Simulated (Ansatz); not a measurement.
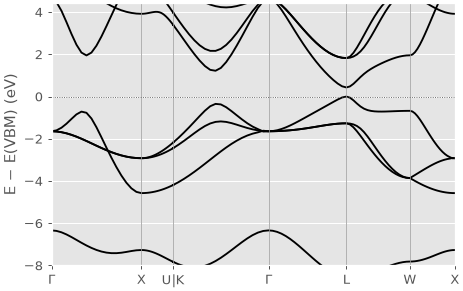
Band structure from PBE (plane waves, PAW; program Ansatz)

Task: Read off the gap and where the band edges lie.

Result: About 0.4 eV (0.43 eV by a search for the band edges); maximum at L, minimum at L.

The material is PbSe (rock salt, Fm-3m).

The PBE relaxation kept the symmetry of its start. Scalar-relativistic: spin–orbit coupling is off unless named, which matters more the heavier the elements.

Potentials: the later of the program's two PAW sets.
